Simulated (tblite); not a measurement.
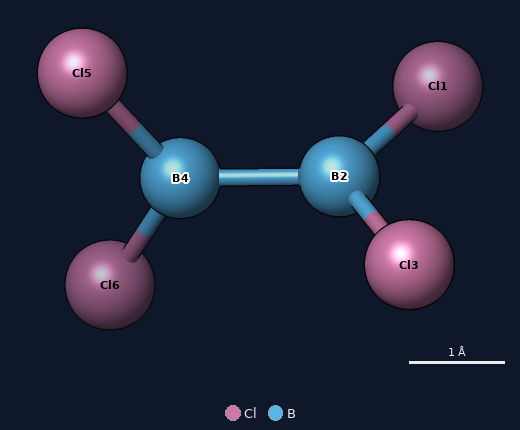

Fig. 1: The input geometry (ball-and-stick view, seen at a tilt; atoms are numbered from 1 in the order of the input). Bond lengths as drawn: B–B 1.70 Å and B–Cl 1.72 Å.

**Molecular dynamics of B₂Cl₄**

The run: molecular dynamics of B₂Cl₄ (Diboron tetrachloride), SMILES ClB(Cl)B(Cl)Cl. Method and program: GFN2-xTB Langevin dynamics, gas phase (tblite 0.8.0).

## Input file
```
{"job": {"dt": 1.5, "steps": 8000, "equilibration": 400, "friction": 0.005, "h_mass": 4.0, "temperature": 300, "xc": "GFN2-xTB", "basis": "xTB", "kind": "md"}, "charge": 0, "multiplicity": 1}
Cl    -1.726788    -1.208082     0.864272
B     -0.843567    -0.072758    -0.079980
Cl    -1.752336     0.905977    -1.164846
B      0.847694     0.075207     0.051864
Cl     1.574228     1.157574     1.174964
Cl     1.913259    -0.849956    -0.932574
```

The first line tells a small driver script what to run in tblite; the rest is the geometry in Å.

Run on 1 CPU thread, shared host.

Run as:
```bash
OMP_NUM_THREADS=1 python <driver script> task.json out
```

## Log
```
t/fs     T/K   E - E0/eV
     0.0    346.8    -0.0000
   525.0    290.3     0.1858
  1050.0    359.9     0.1045
  1575.0    410.8     0.2109
  2100.0    301.5     0.1032
  2625.0    389.1     0.1142
  3150.0    306.9     0.0857
  3675.0    327.1     0.2578
  4200.0    376.4     0.1423
  4725.0    267.6     0.1213
  5250.0    273.1     0.2209
  5775.0    289.3     0.1309
  6300.0    361.6     0.0608
  6825.0    332.7     0.1199
  7350.0    356.4     0.0483
  7875.0    353.4     0.1230
  8400.0    243.0     0.0366
  8925.0    264.3     0.0905
  9450.0    219.6     0.1192
  9975.0    212.6     0.2280
 10500.0    258.9     0.1095
 11025.0    383.9     0.2101
 11550.0    293.0     0.1202
 12075.0    326.6     0.1432
 12600.0    352.2     0.1392
```

## Trajectory as extended XYZ (Å, eV, eV/Å), 16 of the 25 frames kept, from step=0 to step=8400
```
6
Properties=species:S:1:pos:R:3:forces:R:3 step=0 time_fs=0.0 energy=-565.23022 temperature=346.8
Cl   -1.7268   -1.2081    0.8643    0.0010   0.0020  -0.0020
B    -0.8436   -0.0728   -0.0800   -0.0010   0.0000   0.0000
Cl   -1.7523    0.9060   -1.1648    0.0000  -0.0010   0.0020
B     0.8477    0.0752    0.0519    0.0010   0.0010   0.0000
Cl    1.5742    1.1576    1.1750   -0.0010  -0.0020  -0.0020
Cl    1.9133   -0.8500   -0.9326    0.0000   0.0010   0.0010
6
Properties=species:S:1:pos:R:3:forces:R:3 step=700 time_fs=1050.0 energy=-565.12572 temperature=359.9
Cl    0.3627   -1.3262    1.1669    0.1400   0.5520  -0.2010
B     0.3082    0.3315    0.5383    0.2380  -0.3000   0.5280
Cl   -1.2185    0.8042   -0.0322   -0.0240   0.1850  -0.1220
B     1.7618    1.3030    0.5487   -1.1250   0.3520   0.5510
Cl    1.9594    2.8401    1.4013   -0.1540  -0.5220  -0.2230
Cl    3.0468    0.7518   -0.3382    0.9250  -0.2670  -0.5330
6
Properties=species:S:1:pos:R:3:forces:R:3 step=1050 time_fs=1575.0 energy=-565.01927 temperature=410.8
Cl    0.6532   -1.7053    1.4799   -0.7530   0.8840  -0.2920
B     0.2098   -0.0054    1.1986    0.9180   0.2270  -0.0740
Cl   -1.1966    0.5860    0.3487    0.4320  -0.7360   0.4440
B     1.4761    1.2065    1.4873   -0.5420  -0.2990  -0.6360
Cl    1.6568    2.1951    2.8451    0.0760   0.0450   0.2100
Cl    2.4807    1.5615    0.0916   -0.1310  -0.1210   0.3480
6
Properties=species:S:1:pos:R:3:forces:R:3 step=1750 time_fs=2625.0 energy=-565.11601 temperature=389.1
Cl    1.3611   -2.1208    2.3594   -0.0080  -0.0970  -0.1500
B     1.4200   -1.2194    0.8977   -0.9230  -0.3720   0.1410
Cl    0.1262   -1.6113   -0.2796    0.8560   0.2860   0.5380
B     2.4940    0.0595    0.7906    0.2850   0.6690  -0.2640
Cl    3.0599    1.0177    2.1344   -0.2440  -0.4040  -0.0140
Cl    3.0641    0.6497   -0.7160    0.0350  -0.0830  -0.2510
6
Properties=species:S:1:pos:R:3:forces:R:3 step=2100 time_fs=3150.0 energy=-565.14451 temperature=306.9
Cl    0.4828   -2.1416    1.3907    0.2110  -0.0910  -0.2720
B     1.5014   -1.5534    0.1240   -0.4640  -0.1710  -0.3830
Cl    1.4098   -2.3056   -1.4498   -0.0220  -0.0460   0.4730
B     2.3112   -0.1044    0.2766    0.5560   1.0180   0.2440
Cl    2.3421    0.7924    1.7868   -0.0210  -0.3390  -0.4470
Cl    3.0673    0.7325   -1.0640   -0.2600  -0.3720   0.3860
6
Properties=species:S:1:pos:R:3:forces:R:3 step=2800 time_fs=4200.0 energy=-565.08788 temperature=376.4
Cl    0.4928   -0.3721    1.4503    0.3480   0.0010  -0.4790
B     1.3993   -0.3653   -0.0906    0.4010   0.7450   1.3800
Cl    0.8084   -1.2966   -1.3064   -0.4710  -0.7830  -0.9350
B     2.6708    0.7483   -0.3581    0.4820  -0.1640  -0.2090
Cl    2.1989    2.3557   -0.6271   -0.2790   0.4810   0.0240
Cl    4.3866    0.4957   -0.6443   -0.4810  -0.2800   0.2190
6
Properties=species:S:1:pos:R:3:forces:R:3 step=3500 time_fs=5250.0 energy=-565.00934 temperature=273.1
Cl    0.8156    0.7471    1.5457    0.7070  -0.6490  -0.8410
B     1.8809    0.0527    0.2303   -0.9940   0.9040   0.2920
Cl    1.0088   -0.7229   -1.0512    0.5050   0.1590   0.5590
B     3.5154    0.6179    0.2057   -0.7720  -0.0910   1.2450
Cl    4.5851    0.2851   -1.0116    0.6460  -0.0420  -0.6320
Cl    4.0676    1.5525    1.6184   -0.0920  -0.2820  -0.6230
6
Properties=species:S:1:pos:R:3:forces:R:3 step=3850 time_fs=5775.0 energy=-565.09934 temperature=289.3
Cl    0.5077   -0.2369    1.3247    0.1570  -0.0970  -0.4630
B     1.7015   -0.2486    0.0687    0.2070  -0.1170  -0.2470
Cl    1.5410   -1.3628   -1.2777   -0.1420   0.3610   0.5220
B     3.1776    0.6475    0.2911   -1.1590  -0.6150  -0.3500
Cl    4.1505    1.3461   -0.8807    0.3970   0.3650  -0.7450
Cl    3.7272    0.6730    1.8655    0.5410   0.1030   1.2820
6
Properties=species:S:1:pos:R:3:forces:R:3 step=4550 time_fs=6825.0 energy=-565.11036 temperature=332.7
Cl    0.7402   -1.0913    1.4337   -0.0020  -0.1770  -0.3100
B     1.7755   -0.1451    0.4478    0.6230   0.8910   0.6480
Cl    2.4769   -0.6818   -1.0113   -0.2190  -0.4470  -0.1400
B     2.2603    1.4726    0.9462   -0.6990  -0.1540  -0.5590
Cl    2.1021    2.6979   -0.2866    0.1250  -0.0440   0.0600
Cl    2.6415    2.0317    2.4942    0.1730  -0.0690   0.3020
6
Properties=species:S:1:pos:R:3:forces:R:3 step=4900 time_fs=7350.0 energy=-565.18190 temperature=356.4
Cl    1.2730   -0.3840    1.1510   -0.4000  -0.5710   0.3400
B     2.1816    0.8068    0.4074    0.2320   0.3750  -0.7280
Cl    2.6308    0.5384   -1.2595   -0.0220  -0.0330   0.1220
B     2.6730    2.2202    1.1812    0.2130   0.1610  -0.2420
Cl    3.0296    3.6754    0.3124   -0.0780  -0.0660   0.1070
Cl    2.9915    2.1986    2.8499    0.0540   0.1330   0.4010
6
Properties=species:S:1:pos:R:3:forces:R:3 step=5600 time_fs=8400.0 energy=-565.19361 temperature=243.0
Cl    1.7458    0.8965   -0.8601    0.3350   0.0550   0.2830
B     3.2070    1.2514    0.0270   -0.1490   0.2000  -0.2850
Cl    4.6888    0.8485   -0.7462   -0.0780  -0.0490   0.0120
B     3.2233    2.0163    1.5530   -0.0810  -0.4160   0.2120
Cl    2.2339    3.3166    2.0334   -0.1380   0.2400  -0.1440
Cl    4.1950    1.3487    2.8225    0.1100  -0.0300  -0.0790
6
Properties=species:S:1:pos:R:3:forces:R:3 step=6300 time_fs=9450.0 energy=-565.11099 temperature=219.6
Cl    2.5107    0.3864   -0.6695    0.6190   0.0050   0.3490
B     3.9264    0.8874    0.2664   -0.5450   0.7110  -0.8640
Cl    5.1475    1.7404   -0.5917    0.0500  -0.2180  -0.1900
B     3.9125    0.9926    1.9143   -0.5190  -0.2060   0.8000
Cl    3.2434    2.3797    2.7439    0.2150  -0.1550  -0.2840
Cl    4.3311   -0.3204    2.9234    0.1810  -0.1360   0.1890
6
Properties=species:S:1:pos:R:3:forces:R:3 step=6650 time_fs=9975.0 energy=-565.00222 temperature=212.6
Cl    3.2359    0.3120   -0.0134   -0.0160   0.0430  -0.1850
B     4.7445    0.6303    0.8278   -1.2180  -0.5160  -0.3950
Cl    6.1400    0.3419   -0.0182    0.8880  -0.0660  -0.4510
B     4.5750    1.0801    2.3768    0.5740   0.7520   2.1830
Cl    5.2605    2.6832    2.8582   -0.5840  -0.9680  -0.1550
Cl    3.9475    0.0792    3.7198    0.3550   0.7550  -0.9970
6
Properties=species:S:1:pos:R:3:forces:R:3 step=7350 time_fs=11025.0 energy=-565.02008 temperature=383.9
Cl    4.8510   -0.7211    1.3390    0.6020   1.0140   0.1530
B     5.6528    0.8287    1.6805   -0.1030  -0.0820   0.0790
Cl    7.1166    1.2485    0.7826   -0.8870  -0.3790   0.4710
B     5.0575    2.0050    2.8953    0.6580  -0.1700  -1.1830
Cl    5.0485    3.6772    2.4929    0.0010   0.3540  -0.5300
Cl    4.6990    1.7600    4.4983   -0.2710  -0.7370   1.0100
6
Properties=species:S:1:pos:R:3:forces:R:3 step=7700 time_fs=11550.0 energy=-565.11006 temperature=293.0
Cl    5.2274   -0.2511    0.0494    0.1390   0.2000   0.1120
B     5.6597    1.0858    1.0365   -0.1190  -0.0030   0.1700
Cl    7.2750    1.6993    1.0009    0.0780  -0.1760  -0.1890
B     4.7148    1.9958    2.0994   -0.2880   0.6080   0.8560
Cl    3.9334    3.4729    1.5643    0.2560  -0.6580   0.2080
Cl    4.7745    1.7915    3.8884   -0.0650   0.0300  -1.1560
6
Properties=species:S:1:pos:R:3:forces:R:3 step=8400 time_fs=12600.0 energy=-565.09102 temperature=352.2
Cl    5.6239   -1.2753    0.1147    0.0530   0.2440   0.1190
B     5.9770    0.3284    0.5987    0.3600   0.6140  -0.1990
Cl    7.6146    0.9307    0.3561   -0.3490  -0.3840   0.0280
B     4.9067    1.4755    1.2980   -0.0370   0.5860  -0.1320
Cl    4.9753    3.2427    0.8374   -0.1230  -1.3720   0.3880
Cl    3.8449    1.0004    2.5542    0.0960   0.3120  -0.2040
```

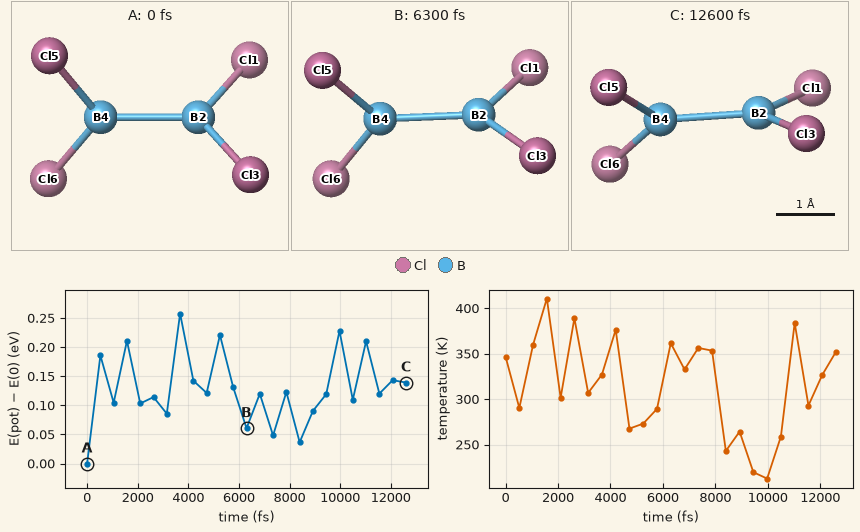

Fig. 2: Frames of the molecular dynamics (ball-and-stick, seen at a tilt) above the curves, on which the letters mark them. The trajectory kept here has 25 frames over 12600 fs. The temperature starts at 347 K, ranges from 213 to 411 K and averages 304 K over the second half. The potential energy ends 0.139 eV above its first value. After an unweighted best fit of the last frame on the first, the root-mean-square displacement is 0.52 Å.

## Key numbers

- outcome: finished
- mean temperature over the second half: 304 K
- trajectory: 25 frames kept, 12600 fs
- wall time: 90 s
- peak memory: 0.4 GiB
